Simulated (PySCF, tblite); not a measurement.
**Ethene, fluoro- (C2H3F): isotopologues and vibrational averages**

Aim: rotational constants, zero-point energies and shieldings of isotopologues of Ethene, fluoro- (C2H3F) (`C=CF`).

Programs: PySCF 2.14.0 with density-fitted response routines of our own, and tblite 0.8.0. All values are computed, except where a source is named. Atoms count from 0 throughout.

## Step 1: The molecule as given

6 atoms, charge 0, multiplicity 1; geometry from: force field or distance geometry start.

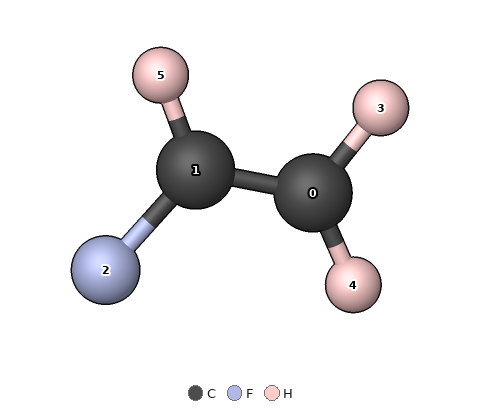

The starting geometry (carbon dark grey, fluorine light blue, hydrogen pink), atoms numbered.

## Step 2: GFN2-xTB relaxation, lowest of a short conformer search

What the job is given:

```
{"job": {"xc": "GFN2-xTB", "basis": "xTB", "kind": "relax"}, "charge": 0, "multiplicity": 1}
C     -0.649400    -0.009500    -0.127700
C      0.607800     0.072000     0.073100
F      1.399100    -1.110800     0.030000
H     -1.233300     0.980100    -0.069300
H     -1.195600    -0.920300    -0.358900
H      1.083900     0.996500     0.366500
```

On the command line:

```sh
$ OMP_NUM_THREADS=1 python ens_run.py task.json out
```

This one command runs the whole study; its stages follow in the order run.

Output:

```text
step      E/eV     max force
  0    -285.45635    3.930
  1    -285.59330    3.240
  2    -285.69596    0.883
  3    -285.72320    0.573
  4    -285.73774    0.416
  5    -285.74636    0.329
  6    -285.75258    0.245
  7    -285.75549    0.145
  8    -285.75637    0.096
  9    -285.75712    0.111
 10    -285.75782    0.098
 11    -285.75831    0.063
 12    -285.75854    0.056
 13    -285.75871    0.061
 14    -285.75893    0.057
 15    -285.75909    0.034
 16    -285.75915    0.014
 17    -285.75916    0.006
 18    -285.75916    0.005
 19    -285.75916    0.004
```

Run time: 0.06 s. Hardware: 1 thread of AMD EPYC 7R43, shared host.

Gain 0.303 eV; displacement 0.07 Å root mean square.

## Step 3: Tight optimisation and Hessian

What the job is given:

```
{"job": {"xc": "B3LYP", "basis": "pcSseg-1", "grid": 2, "temperatures": [298.15, 700], "kind": "geom"}, "charge": 0, "multiplicity": 1}
C     -0.687896     0.022065    -0.128999
C      0.605934     0.064070     0.099523
F      1.374102    -1.034706     0.043298
H     -1.280348     0.915234    -0.076259
H     -1.184972    -0.900195    -0.372408
H      1.185670     0.941494     0.348546
```

Output:

```text
step   0  E = -4838.5759550 eV  max force = 0.40960
step   1  E = -4838.5846631 eV  max force = 0.05053
step   2  E = -4838.5846945 eV  max force = 0.00402
step   3  E = -4838.5846951 eV  max force = 0.00148
step   4  E = -4838.5846951 eV  max force = 0.00148
step   5  E = -4838.5846951 eV  max force = 0.00157
harmonic wavenumbers (cm-1): 486.6 730.1 888.4 937.5 965.8 1169.8 1327.2 1403.2 1711.1 3155.2 3191.4 3250.8
```

It took 62 s on 1 thread of AMD EPYC 7R43, shared host; peak memory 0.37 GiB.

## Step 4: Displacements along the modes, parent

What the job is given:

```
{"job": {"xc": "B3LYP", "basis": "pcSseg-1", "grid": 2, "temperatures": [298.15, 700], "kind": "vib", "mass_numbers": [12, 12, 19, 1, 1, 1]}, "charge": 0, "multiplicity": 1}
C     -0.692503     0.018994    -0.130214
C      0.606983     0.062157     0.099207
F      1.384018    -1.039745     0.043773
H     -1.277405     0.931168    -0.073491
H     -1.192687    -0.913368    -0.375571
H      1.184084     0.948755     0.349998
```

Output:

```text
mode    cm-1    km/mol   phi_rrr   E(+)/cm-1  E(-)/cm-1
  1    486.55     4.32      23.8      89.02      87.84
  2    730.05     2.13      -0.2     131.69     134.42
  3    888.43    63.14      -0.3     162.20     162.74
  4    937.50    40.39    -118.5     164.88     173.71
  5    965.82    32.53      -0.3     175.70     175.85
  6   1169.77   106.96     214.2     218.51     203.11
  7   1327.17     1.40     -33.1     238.31     240.34
  8   1403.17     5.17      71.5     255.37     250.41
  9   1711.09   105.14    -356.4     295.64     321.36
 10   3155.18     1.44   -1194.3     527.29     613.14
 11   3191.38     7.56   -1797.1     514.78     643.86
 12   3250.81     0.82    -265.9     578.51     597.48
```

Run time: 52 s. Hardware: 1 thread of AMD EPYC 7R43, shared host; peak memory 0.37 GiB.

## Step 5: Displacements along the modes, 2H at atom 3

What the job is given:

```
{"job": {"xc": "B3LYP", "basis": "pcSseg-1", "grid": 2, "temperatures": [298.15, 700], "kind": "vib", "mass_numbers": [12, 12, 19, 2, 1, 1]}, "charge": 0, "multiplicity": 1}
C     -0.692503     0.018994    -0.130214
C      0.606983     0.062157     0.099207
F      1.384018    -1.039745     0.043773
H     -1.277405     0.931168    -0.073491
H     -1.192687    -0.913368    -0.375571
H      1.184084     0.948755     0.349998
```

Output:

```text
mode    cm-1    km/mol   phi_rrr   E(+)/cm-1  E(-)/cm-1
  1    460.72     3.65     -13.3      83.52      84.01
  2    585.05     5.11       0.3     108.11     106.10
  3    813.98    19.97     -72.1     144.11     149.43
  4    842.59    27.48      -0.7     154.01     153.24
  5    959.27    54.60       0.2     174.55     174.76
  6   1152.64   130.27    -295.9     197.20     218.58
  7   1257.90     0.43      18.6     228.01     226.50
  8   1338.52     0.40      10.2     241.96     241.59
  9   1687.10   103.23     343.3     316.57     291.76
 10   2366.97     2.60    1176.5     471.07     386.63
 11   3190.86     8.13   -1953.7     509.77     650.04
 12   3201.66     1.12   -1939.9     512.16     651.45
```

It took 54 s on 1 thread of AMD EPYC 7R43, shared host; peak memory 0.37 GiB.

## Step 6: Displacements along the modes, 2H at atom 4

What the job is given:

```
{"job": {"xc": "B3LYP", "basis": "pcSseg-1", "grid": 2, "temperatures": [298.15, 700], "kind": "vib", "mass_numbers": [12, 12, 19, 1, 2, 1]}, "charge": 0, "multiplicity": 1}
C     -0.692503     0.018994    -0.130214
C      0.606983     0.062157     0.099207
F      1.384018    -1.039745     0.043773
H     -1.277405     0.931168    -0.073491
H     -1.192687    -0.913368    -0.375571
H      1.184084     0.948755     0.349998
```

Output:

```text
mode    cm-1    km/mol   phi_rrr   E(+)/cm-1  E(-)/cm-1
  1    434.21     3.65      21.1      79.49      78.43
  2    661.05     8.60       0.4     120.64     118.93
  3    801.55    66.71       0.3     146.30     148.30
  4    883.34    19.19     -51.7     157.31     161.21
  5    945.53     3.01      -0.4     172.33     172.45
  6   1097.63    96.42    -150.6     192.26     203.20
  7   1254.07    35.03     -54.9     224.10     228.12
  8   1362.10     2.59      18.1     246.22     245.31
  9   1683.98   100.28     341.2     315.90     291.29
 10   2361.03     4.41    1168.5     469.78     385.79
 11   3186.05     5.99    1403.9     628.04     527.16
 12   3216.06     2.57    1621.7     641.13     524.73
```

Run time: 52 s. Hardware: 1 thread of AMD EPYC 7R43, shared host; peak memory 0.37 GiB.

## Step 7: Displacements along the modes, 13C at atom 0, 2H at atom 3

What the job is given:

```
{"job": {"xc": "B3LYP", "basis": "pcSseg-1", "grid": 2, "temperatures": [298.15, 700], "kind": "vib", "mass_numbers": [13, 12, 19, 2, 1, 1]}, "charge": 0, "multiplicity": 1}
C     -0.692503     0.018994    -0.130214
C      0.606983     0.062157     0.099207
F      1.384018    -1.039745     0.043773
H     -1.277405     0.931168    -0.073491
H     -1.192687    -0.913368    -0.375571
H      1.184084     0.948755     0.349998
```

Output:

```text
mode    cm-1    km/mol   phi_rrr   E(+)/cm-1  E(-)/cm-1
  1    458.62     3.63     -13.5      83.11      83.62
  2    583.82     5.33       0.2     107.90     105.91
  3    805.66    18.99     -71.2     142.65     147.92
  4    834.13    27.13      -0.7     152.55     151.76
  5    959.14    53.77       0.2     174.54     174.75
  6   1149.36   128.01    -290.5     196.80     217.78
  7   1256.14     0.58      20.2     227.75     226.13
  8   1332.33     1.22       8.1     240.74     240.53
  9   1665.24   105.31     322.2     311.85     288.56
 10   2351.05     2.07    1176.6     468.21     383.76
 11   3190.21     4.93    1417.2     628.19     526.22
 12   3191.74     4.19     552.7     597.32     557.60
```

Wall time 53 s (1 thread of AMD EPYC 7R43, shared host); peak memory 0.37 GiB.

## Step 8: Displacements along the modes, 2H at atom 5

What the job is given:

```
{"job": {"xc": "B3LYP", "basis": "pcSseg-1", "grid": 2, "temperatures": [298.15, 700], "kind": "vib", "mass_numbers": [12, 12, 19, 1, 1, 2]}, "charge": 0, "multiplicity": 1}
C     -0.692503     0.018994    -0.130214
C      0.606983     0.062157     0.099207
F      1.384018    -1.039745     0.043773
H     -1.277405     0.931168    -0.073491
H     -1.192687    -0.913368    -0.375571
H      1.184084     0.948755     0.349998
```

Output:

```text
mode    cm-1    km/mol   phi_rrr   E(+)/cm-1  E(-)/cm-1
  1    481.01     4.08     -23.3      86.86      88.00
  2    704.25     5.19       1.3     128.59     126.44
  3    814.69     4.78       0.5     147.04     148.71
  4    889.53    74.76       0.6     163.15     162.70
  5    910.89    13.93      64.9     166.80     162.01
  6    991.11    50.78     130.4     183.47     173.72
  7   1177.27    67.57     130.7     216.67     207.49
  8   1388.92    10.81     -76.8     247.54     253.02
  9   1683.82   114.14    -335.4     291.46     315.62
 10   2367.48     8.28   -1175.0     386.74     471.19
 11   3157.09     1.35   -1309.7     523.72     617.88
 12   3249.82     0.35     227.0     595.99     579.82
```

Wall time 52 s (1 thread of AMD EPYC 7R43, shared host); peak memory 0.37 GiB.

## Step 9: Displacements along the modes, 13C at atom 1

What the job is given:

```
{"job": {"xc": "B3LYP", "basis": "pcSseg-1", "grid": 2, "temperatures": [298.15, 700], "kind": "vib", "mass_numbers": [12, 13, 19, 1, 1, 1]}, "charge": 0, "multiplicity": 1}
C     -0.692503     0.018994    -0.130214
C      0.606983     0.062157     0.099207
F      1.384018    -1.039745     0.043773
H     -1.277405     0.931168    -0.073491
H     -1.192687    -0.913368    -0.375571
H      1.184084     0.948755     0.349998
```

Output:

```text
mode    cm-1    km/mol   phi_rrr   E(+)/cm-1  E(-)/cm-1
  1    482.34     4.22      23.9      88.24      87.05
  2    722.06     2.10      -0.1     130.18     132.94
  3    886.90    60.59      -0.3     161.91     162.49
  4    935.61    43.06    -124.7     164.31     173.57
  5    962.05    35.21      -0.3     174.94     175.11
  6   1149.39   101.21    -200.1     199.95     214.30
  7   1324.52     2.63      31.1     239.76     237.87
  8   1396.04     4.47     -64.1     249.40     253.80
  9   1680.47    95.63    -341.5     290.64     315.28
 10   3154.76     1.50   -1117.5     529.86     610.18
 11   3181.25     7.05   -1735.1     514.92     639.56
 12   3250.62     0.70    -255.7     578.86     597.11
```

Run time: 56 s. Hardware: 1 thread of AMD EPYC 7R43, shared host; peak memory 0.37 GiB.

## Step 10: Displacements along the modes, 13C at atom 1, 2H at atom 3

What the job is given:

```
{"job": {"xc": "B3LYP", "basis": "pcSseg-1", "grid": 2, "temperatures": [298.15, 700], "kind": "vib", "mass_numbers": [12, 13, 19, 2, 1, 1]}, "charge": 0, "multiplicity": 1}
C     -0.692503     0.018994    -0.130214
C      0.606983     0.062157     0.099207
F      1.384018    -1.039745     0.043773
H     -1.277405     0.931168    -0.073491
H     -1.192687    -0.913368    -0.375571
H      1.184084     0.948755     0.349998
```

Output:

```text
mode    cm-1    km/mol   phi_rrr   E(+)/cm-1  E(-)/cm-1
  1    456.70     3.59     -13.6      82.76      83.28
  2    581.34     5.08      -0.2     105.39     107.44
  3    813.86    20.02     -72.2     144.09     149.42
  4    836.11    24.71      -0.8     152.75     151.99
  5    955.94    57.49       0.1     173.90     174.08
  6   1129.76   127.14    -288.9     193.34     214.19
  7   1252.83     0.28      17.4     227.03     225.61
  8   1336.87     0.83       2.6     241.40     241.58
  9   1654.12    94.24    -336.0     286.07     310.35
 10   2366.43     2.29    1179.7     471.10     386.43
 11   3180.20     7.62    1945.4     647.80     508.12
 12   3201.61     1.08    1939.2     651.41     512.17
```

Run time: 53 s. Hardware: 1 thread of AMD EPYC 7R43, shared host; peak memory 0.37 GiB.

## Step 11: Vibrational averages by isotopologue

What the job is given:

```
{"job": {"xc": "B3LYP", "basis": "pcSseg-1", "grid": 2, "temperatures": [298.15, 700], "kind": "iso"}, "charge": 0, "multiplicity": 1}
C     -0.692503     0.018994    -0.130214
C      0.606983     0.062157     0.099207
F      1.384018    -1.039745     0.043773
H     -1.277405     0.931168    -0.073491
H     -1.192687    -0.913368    -0.375571
H      1.184084     0.948755     0.349998
```

Output:

```text
parent
  Be/MHz 65288.22 10577.227 9102.541
  B0/MHz 64699.54 10529.047 9040.671
  ZPE/cm-1 9608.5
  <sigma>(0 K)/ppm 75.587 10.020 256.363 26.538 26.014 24.262
2H at atom 3
  Be/MHz 64504.352 9610.225 8364.095
  B0/MHz 63917.695 9566.092 8308.904
  ZPE/cm-1 8928.6
  <sigma>(0 K)/ppm 75.882 10.054 257.053 26.616 26.026 24.259
2H at atom 4
  Be/MHz 54079.183 10212.835 8590.519
  B0/MHz 53595.609 10173.289 8535.846
  ZPE/cm-1 8943.3
  <sigma>(0 K)/ppm 75.817 10.034 256.791 26.549 26.097 24.268
13C at atom 0, 2H at atom 3
  Be/MHz 64042.261 9350.977 8159.577
  B0/MHz 63462.589 9308.527 8106.479
  ZPE/cm-1 8888.7
  <sigma>(0 K)/ppm 75.908 10.087 257.117 26.618 26.029 24.261
2H at atom 5
  Be/MHz 50308.61 10577.152 8739.676
  B0/MHz 49919.044 10527.554 8679.14
  ZPE/cm-1 8907.9
  <sigma>(0 K)/ppm 75.806 10.333 257.180 26.542 26.021 24.361
13C at atom 1
  Be/MHz 63665.758 10573.637 9067.674
  B0/MHz 63104.608 10526.268 9006.514
  ZPE/cm-1 9563.0
  <sigma>(0 K)/ppm 75.627 10.059 256.483 26.540 26.016 24.265
13C at atom 1, 2H at atom 3
  Be/MHz 62976.135 9608.829 8336.809
  B0/MHz 62415.365 9565.419 8282.241
  ZPE/cm-1 8882.9
  <sigma>(0 K)/ppm 75.922 10.092 257.173 26.618 26.028 24.262
```

Run time: 7.3 min. Hardware: 1 thread of AMD EPYC 7R43, shared host; peak memory 0.37 GiB. This counts the whole study up to here.

Rotational constants (MHz) at equilibrium and in the ground state:

```csv
isotopologue,Be,B0,zero-point change (cm⁻¹)
parent,"65288.2, 10577.2, 9102.5","64699.5, 10529.0, 9040.7",0.0
2H at atom 3,"64504.4, 9610.2, 8364.1","63917.7, 9566.1, 8308.9",-679.8
2H at atom 4,"54079.2, 10212.8, 8590.5","53595.6, 10173.3, 8535.8",-665.2
"13C at atom 0, 2H at atom 3","64042.3, 9351.0, 8159.6","63462.6, 9308.5, 8106.5",-719.7
2H at atom 5,"50308.6, 10577.2, 8739.7","49919.0, 10527.6, 8679.1",-700.5
13C at atom 1,"63665.8, 10573.6, 9067.7","63104.6, 10526.3, 9006.5",-45.5
"13C at atom 1, 2H at atom 3","62976.1, 9608.8, 8336.8","62415.4, 9565.4, 8282.2",-725.6
```

Shieldings of the first species (ppm): at equilibrium, the vibrational parts at 0 K, and the averages:

```csv
atom,equilibrium,anharmonic,harmonic,0 K,298.15 K,700 K
C0,79.99,-1.35,-3.05,75.59,75.44,74.74
C1,13.49,-1.52,-1.94,10.02,9.86,8.99
F2,269.29,-2.76,-10.17,256.36,255.85,252.22
H3,27.00,-0.10,-0.35,26.54,26.53,26.48
H4,26.50,-0.13,-0.36,26.01,26.00,25.95
H5,24.75,-0.16,-0.32,24.26,24.25,24.19
```

Isotope effects on the shieldings at 0 K (ppb; positive means more shielded):

```csv
atom,2H at atom 3,2H at atom 4,"13C at atom 0, 2H at atom 3",2H at atom 5,13C at atom 1,"13C at atom 1, 2H at atom 3"
C0,295,231,321,220,40,336
C1,34,13,66,312,38,71
F2,691,429,755,818,120,810
H3,78,11,80,4,2,80
H4,12,83,16,7,2,14
H5,-3,7,0,99,3,0
```

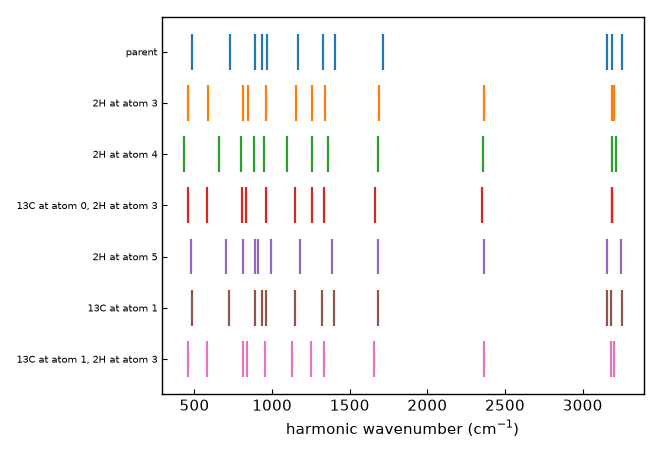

Harmonic wavenumbers of each isotopologue.

## Step 12: Summary of results

| quantity | value |
| --- | --- |
| point group | Cs |
| B0 of the first species | 64699.5, 10529.0, 9040.7 MHz |
| zero-point energy | 9608 cm⁻¹ |
| zero-point change of σ(F2) | -12.93 ppm |

**Reading.** Zero-point motion changes the shielding of F2 most, by -12.93 ppm. The largest secondary isotope effect is 818 ppb on F2, 2 bonds from the change (2H at atom 5).
